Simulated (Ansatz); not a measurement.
# RbSb4F13 (I4/m): converging the G0W0 gap, part 2 of 2

Aim: see how the G0W0 gap of RbSb4F13 (I4/m) on PBE moves with empty bands and screening cutoff, and what each rung costs.

Ansatz 0.2.0; G0W0 on PBE, plane waves, PAW; PAW set soft_1. Known limits of the many-body steps: not at the basis limit; no spin-orbit coupling; coarse k mesh.

So far. Step 4 (1025 empty bands, screening to 130 eV): Against the run with 4×4×4 mesh, 476 empty bands, screening to 78 eV, PAW set soft_1 files, the gap moves by +0.02 eV.

## 5. Changing the k mesh: 2×2×2 mesh, 476 empty bands, screening to 78 eV, PAW set soft_1 files

A second mesh at equal bands and cutoff isolates the sampling error. Bands and cutoff differ from the step before, so it is read against an earlier run that matches them.

input.yaml

```yaml
crystal:
  lattice:
    - [-4.8175, 4.8175, 3.2815]
    - [4.8175, -4.8175, 3.2815]
    - [4.8175, 4.8175, -3.2815]
  atoms:
    - { symbol: Rb, position: [0.5, 0.5, 0.0] }
    - { symbol: Sb, position: [0.0063970689, 0.2770921314, 0.2834892002] }
    - { symbol: Sb, position: [0.2770921314, 0.9936029311, 0.2706950625] }
    - { symbol: Sb, position: [0.9936029311, 0.7229078686, 0.7165107998] }
    - { symbol: Sb, position: [0.7229078686, 0.0063970689, 0.7293049375] }
    - { symbol: F, position: [0.0, 0.0, 0.0] }
    - { symbol: F, position: [0.5614796371, 0.8766087358, 0.4380883729] }
    - { symbol: F, position: [0.8766087358, 0.4385203629, 0.3151290987] }
    - { symbol: F, position: [0.4385203629, 0.1233912642, 0.5619116271] }
    - { symbol: F, position: [0.1233912642, 0.5614796371, 0.6848709013] }
    - { symbol: F, position: [0.4300990428, 0.3344864191, 0.3207384218] }
    - { symbol: F, position: [0.3344864191, 0.0137479972, 0.9043873762] }
    - { symbol: F, position: [0.0137479972, 0.109360621, 0.6792615782] }
    - { symbol: F, position: [0.109360621, 0.4300990428, 0.0956126238] }
    - { symbol: F, position: [0.5699009572, 0.6655135809, 0.6792615782] }
    - { symbol: F, position: [0.6655135809, 0.9862520028, 0.0956126238] }
    - { symbol: F, position: [0.9862520028, 0.890639379, 0.3207384218] }
    - { symbol: F, position: [0.890639379, 0.5699009572, 0.9043873762] }
kpoints:
  mp_grid: { grid: [2, 2, 2] }
hamiltonian:
  xc: pbe
  pseudopotentials: { kind: paw, azcp: { folder: soft_1 } }
scf:
  occupations: { method: fixed }
gw:
  n_empty_bands: 476
  ecut_chi: 78
  qp_bands: [v4, c4]
  qp_kpoints: band_edges
  screening: { model: contour_deformation }
```

Started as:

```bash
$ ansatz run input.yaml --threads 2 --pin off --max-ram 92160MiB --backend cuda --events-out ev --progress --plain --runs-dir out --devices 1 --max-vram 13GiB
```

Numbers of over 12 decimals in the logs are rounded to 6 here.

Output:

```text
GPUs: using 1 of 1 available (devices: 1).
[...]
GPU FFT provider: cuFFT
GPU libraries: cuBLAS 13.8.2, cuFFT 12.4.0, cuSOLVER 12.3.4
Crystal: 18 atoms, lattice volume = 304.632 Å³
Basis set: ecut = 420 eV, 5959 PW (Γ)
Bands: 98, of which v1, the nominal top of the filled ones, is band 80 counted from 1 (79 counted from 0)
Symmetry: 8 space group operations
[...]
k-points: 4 of 8
[...]
0    84      8.5420   -10.0718    -3.2055   -14.6938  0.8267     9.9810     9.9583  root
[...]
3    81      7.8602   -10.6716    -3.0285   -15.0070  0.8319     9.1833     9.1671  root
     3    82      7.8801   -10.6877    -2.9056   -14.9115  0.8282     9.2157     9.1984  root
     3    83      7.9044    -9.5595    -3.0921   -13.8677  0.8347     9.1345     9.1204  root
     3    84      8.8310   -10.5589    -3.2308   -15.2813  0.8221    10.3495    10.3226  root
[key lines of the parts left out:]
SCF converged after 11 iterations
Free energy (F): -39720.303151 eV
Fermi energy:    2.873572 eV
```

Wall time 11 s (1 × NVIDIA H100 80GB HBM3 (shared by 6 runs) with 2 threads of AMD EPYC 7R13 (Zen 3), shared host); peak memory 1.5 GiB.

Numbers from this step:

```
bands summed                                 : 556
RPA ε∞ on this mesh (eigenvalues)            : 2.395, 2.641, 2.641
plane waves in the screening matrix          : 473
G0W0 gap on the mesh                         : 7.427 eV
k of the valence top                         : 0, 0, -0.5
k of the conduction bottom                   : 0, -0.5, 0
starting gap on the mesh                     : 4.887 eV
least direct G0W0 gap on the computed points : 7.484 eV
```

Against the run with 4×4×4 mesh, 476 empty bands, screening to 78 eV, PAW set soft_1 files, the gap moves by +0.13 eV, while the start moved by +0.13 eV. A band edge is found at another k point on this mesh.

## 6. Changing the frequency model: 4×4×4 mesh, 1025 empty bands, screening to 130 eV, plasmon pole, PAW set soft_1 files

A plasmon pole stands in for the full frequency dependence of the screening; this run shows what that costs in accuracy. Bands and cutoff differ from the step before, so it is read against an earlier run that matches them.

input.yaml: that of step 5 with these lines changed.

```diff
@@ -25,3 +25,3 @@
 kpoints:
-  mp_grid: { grid: [2, 2, 2] }
+  mp_grid: { grid: [4, 4, 4] }
 hamiltonian:
@@ -32,6 +32,6 @@
 gw:
-  n_empty_bands: 476
-  ecut_chi: 78
+  n_empty_bands: 1025
+  ecut_chi: 130.0
   qp_bands: [v4, c4]
   qp_kpoints: band_edges
-  screening: { model: contour_deformation }
+  screening: { model: godby_needs }
```

Output:

```text
GPUs: using 1 of 1 available (devices: 1).
[...]
GPU FFT provider: cuFFT
GPU libraries: cuBLAS 13.8.2, cuFFT 12.4.0, cuSOLVER 12.3.4
Crystal: 18 atoms, lattice volume = 304.632 Å³
Basis set: ecut = 420 eV, 5959 PW (Γ)
Bands: 98, of which v1, the nominal top of the filled ones, is band 80 counted from 1 (79 counted from 0)
Symmetry: 8 space group operations
[...]
k-points: 14 of 64
[...]
0    84      8.5419   -10.0996    -3.2575   -14.6937  0.8466     9.8862     9.8785  root
[...]
13    81      7.8601   -10.7189    -3.0634   -15.0071  0.8478     9.0906     9.0849  root
    13    82      7.8801   -10.7172    -2.9470   -14.9114  0.8458     9.1331     9.1272  root
    13    83      7.9043    -9.6015    -3.1392   -13.8677  0.8514     9.0358     9.0313  root
    13    84      8.8310   -10.5793    -3.2855   -15.2813  0.8435    10.2564    10.2475  root
[key lines of the parts left out:]
SCF converged after 11 iterations
Free energy (F): -39720.304936 eV
Fermi energy:    2.887139 eV
```

The job ended after 8.6 min (1 × NVIDIA H100 80GB HBM3 (shared by 6 runs) with 2 threads; peak memory 14 GiB).

Numbers from this step:

```yaml
bands_summed: 1105
plasmon_pole_fit_frequency: 26.91 eV
rpa_eps_infinity_on_this_mesh_eigenvalues: 2.388, 2.631, 2.631
plane_waves_in_the_screening_matrix: 999
g0w0_gap_on_the_mesh: 7.375 eV
k_of_the_valence_top: 0.25, 0.25, 0.25
k_of_the_conduction_bottom: 0.25, 0.25, -0.25
starting_gap_on_the_mesh: 4.755 eV
least_direct_g0w0_gap_on_the_computed_points: 7.388 eV
```

Against the run with 4×4×4 mesh, 1025 empty bands, screening to 130 eV, PAW set soft_1 files, the gap moves by +0.05 eV.

## 7. Side by side

Times are wall times on 1 × NVIDIA H100 80GB HBM3 (shared by 6 runs) with 2 threads of AMD EPYC 7R13 (Zen 3), shared host, good to a factor of about two.

```tsv
mesh	files	frequency	bands summed	cutoff (eV)	start (eV)	G0W0 (eV)	time	host memory (GiB)
4×4×4	PAW set soft_1	contour deformation	248	39	4.755	7.470	40 s	1.6
4×4×4	PAW set soft_1	contour deformation	556	78	4.755	7.298	96 s	2.6
4×4×4	PAW set soft_1	contour deformation	1105	130	4.755	7.321	5.2 min	5.4
2×2×2	PAW set soft_1	contour deformation	556	78	4.887	7.427	11 s	1.5
4×4×4	PAW set soft_1	plasmon pole	1105	130	4.755	7.375	8.6 min	14
```

How the two edges are built up, in eV (the quasiparticle level is the starting level plus Σx plus Σc less Vxc):

```tsv
run	edge	start	Σx	Σc	Vxc	Z	QP
248 bands	valence top	2.89	-25.52	3.18	-21.05	0.80	1.59
248 bands	conduction bottom	7.64	-10.68	-2.64	-14.74	0.84	9.06
556 bands	valence top	2.89	-25.52	3.18	-21.05	0.79	1.60
556 bands	conduction bottom	7.64	-10.68	-2.80	-14.74	0.83	8.89
1105 bands	valence top	2.89	-25.52	3.04	-21.05	0.79	1.45
1105 bands	conduction bottom	7.64	-10.68	-2.93	-14.74	0.83	8.77
```

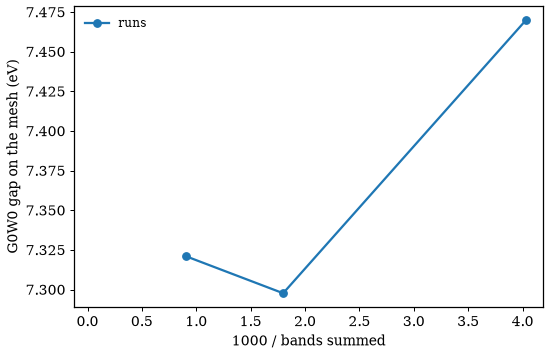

The gap against one over the number of bands.

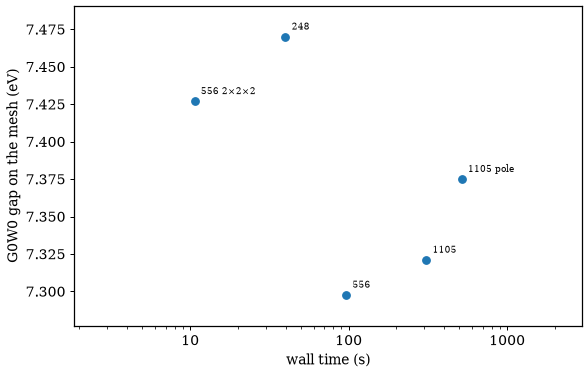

Result against wall time.

## 8. Outcome

| Item | Value |
| --- | --- |
| 248 bands, 39 eV | 7.470 eV |
| 556 bands, 78 eV | 7.298 eV |
| 1105 bands, 130 eV | 7.321 eV |
| mesh and start | 4×4×4, PBE |

From 248 to 1105 bands the gap moves by −0.15 eV while the time grows 7.7-fold. Σc changes by −0.14 eV at the valence top and −0.29 eV at the conduction bottom, so the conduction edge carries most of the change. The gap turns back along the series, so no limit is drawn from it. On the 2×2×2 mesh in place of 4×4×4 the gap differs by +0.13 eV, of which +0.13 eV is already in the start. The plasmon-pole model gives +0.05 eV against contour deformation, 2 % of the correction, and saved no time in this program. The many-body steps are scalar-relativistic: spin-orbit coupling is not in them.

[Paths, hosts, dates, memory and timing lines, banners, echoed tables and standing remarks are left out of the program output.]

[Logs are printed without paths, hosts, clocks, repeated set-up lines and the standing remarks that a program may print on its own settings, such as how far it seeks lower states.]

[Runs of the session that timed out or met a known fault of the program may be left out.]

[Cells called generated may have been cut or substituted from an entry of the Crystallography Open Database or the Materials Project.]

[Hosts, paths, dates, database ids (printed as entryN), source tags and the programs' standing remarks are cut or masked in the printed files.]
